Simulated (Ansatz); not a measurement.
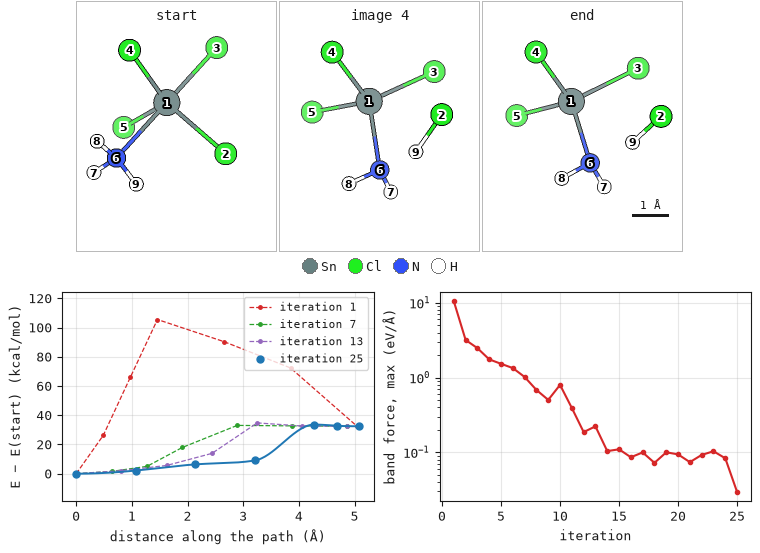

NEB run on SnNH$_{3}$Cl$_{4}$. Images are numbered from 0 (start) to 6 (end). The plot follows the band through its iterations. The picture is a ball-and-stick view, seen from a free direction.

Computed with RKS PBE0-D4/def2-SVP in Ansatz. Set-up: 5 movable images; climbing image; force threshold 0.03 eV/Å; iteration limit 60; starting path through a guess of the saddle point.

**How did the profile develop, and is the result final?**

The result is final at these settings. The band converged in 25 iterations. The largest component of the band force went from 10 to 0.029 eV/Å. The climbing image converged on the top of the path. Its vibrational analysis gives one imaginary mode (155i cm⁻¹), as a transition state must have. The first iteration put the highest image at 105.5 kcal/mol. The energy climbs by 33.7 kcal/mol to image 4 and then falls by 1.2 kcal/mol, so the end point sits at +32.5 kcal/mol.

Cost: 6.1 min on 4 threads of Arm Neoverse V1, with other jobs on the host, peak memory 0.4 GiB.
